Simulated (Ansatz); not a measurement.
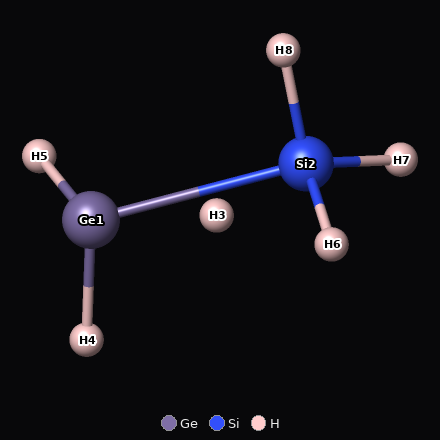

The system is the reacting system GeH6Si (fragments GeH₆Si where the first distance is long, GeH₂ + H₄Si where the second is long); the picture shows the reference structure. 
- Coordinates scanned: (1) distance Si2–H3 (bond that forms); (2) distance Ge1–H3 (bond that breaks).
- Relaxed at each point: all other coordinates.
- The grid has 13 × 13 points.
- Points are written as (first, second).
- Energies: eV, counted from a guessed transition structure relaxed with its forming and breaking bonds held.
- Energies and slopes of some neighbouring points disagree (a jump in structure or state, or too coarse a mesh). The reference is spin-restricted, so regions where a bond is pulled apart into radicals lie too high.
- Method: RKS B3LYP-D4/def2-SVP (Ansatz).

Its coordinates:

```yaml
atoms:
  - { symbol: Ge, position_ang: [-1.2459, 0.8876, 0.5172] }
  - { symbol: Si, position_ang: [0.8063, -0.8363, 0.1642] }
  - { symbol: H, position_ang: [0.0529, 0.4702, -0.9372] }
  - { symbol: H, position_ang: [-2.2112, 0.6874, -0.7199] }
  - { symbol: H, position_ang: [-0.7072, 2.3256, 0.1376] }
  - { symbol: H, position_ang: [-0.0358, -2.0333, 0.4064] }
  - { symbol: H, position_ang: [1.7878, -1.1551, -0.9167] }
  - { symbol: H, position_ang: [1.5531, -0.3460, 1.3485] }
```

Range: distance Si2–H3 (bond that forms) from 1.278 to 2.478 Å; distance Ge1–H3 (bond that breaks) from 1.359 to 3.159 Å.

Question: Predict the map.

Answer: The lowest grid point is at (2.478 Å, 1.551 Å), −1.38 eV from a guessed transition structure relaxed with its forming and breaking bonds held. It lies at the edge of the scanned range, so the true minimum may lie outside. Other grid points that lie below all their neighbours: (1.490 Å, 1.962 Å) (0.99 eV higher). The highest grid point, (2.478 Å, 3.159 Å), lies 3.52 eV above the lowest.

```csv
"second ↓, first →",1.278,1.332,1.406,1.490,1.582,1.680,1.783,1.890,2.001,2.116,2.233,2.354,2.478
3.159,0.42,0.14,−0.08,−0.16,−0.10,0.06,0.29,0.57,0.90,1.25,1.60,1.93,2.14
2.973,0.40,0.12,−0.10,−0.18,−0.13,0.03,0.25,0.52,0.85,1.19,1.52,1.84,1.83
2.792,0.37,0.10,−0.13,−0.22,−0.17,−0.02,0.21,0.47,0.78,1.11,1.42,1.52,1.50
2.615,0.34,0.06,−0.16,−0.25,−0.21,−0.07,0.15,0.40,0.70,1.00,1.19,1.17,1.13
2.443,0.31,0.03,−0.20,−0.30,−0.26,−0.13,0.08,0.31,0.59,0.85,0.83,0.79,0.73
2.277,0.28,−0.01,−0.24,−0.34,−0.32,−0.19,0.00,0.22,0.52,0.51,0.45,0.38,0.30
2.116,0.25,−0.03,−0.27,−0.38,−0.36,−0.25,−0.07,0.12,0.20,0.14,0.05,−0.05,−0.15
1.962,0.24,−0.03,−0.27,−0.39,−0.38,−0.28,−0.13,0.00,−0.11,−0.23,−0.35,−0.47,−0.58
1.815,0.29,0.03,−0.22,−0.34,−0.35,−0.28,−0.17,−0.09,−0.39,−0.54,−0.69,−0.82,−0.95
1.677,0.42,0.11,−0.08,−0.21,−0.23,−0.18,−0.13,−0.13,−0.61,−0.78,−0.95,−1.10,−1.24
1.551,0.69,0.36,0.06,0.06,0.03,−0.01,−0.24,−0.46,−0.68,−0.88,−1.06,−1.23,−1.38
1.440,1.11,0.78,0.46,0.24,0.45,0.23,−0.05,−0.31,−0.55,−0.76,−0.96,−1.14,−1.29
1.359,1.60,1.26,0.92,0.69,0.94,0.57,0.26,−0.01,−0.27,−0.49,−0.70,−0.88,−1.04
```

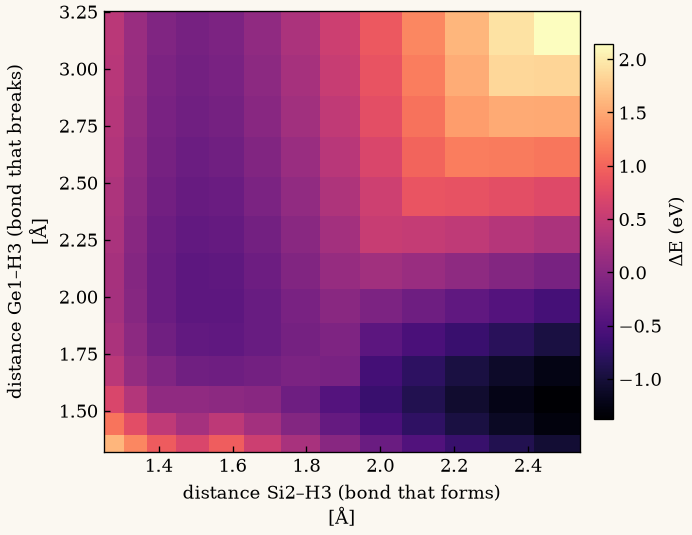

In the figure: one coloured cell a grid point.

Each point was launched as `ansatz run input.yaml --threads 1 --pin off --max-ram 2560MiB --backend cpu --events-out ev --progress --plain --runs-dir out`. Time for the 169 points that were run: 17 min on 1 thread of Intel(R) Xeon(R) 6975P-C (Granite Rapids), on a shared host.
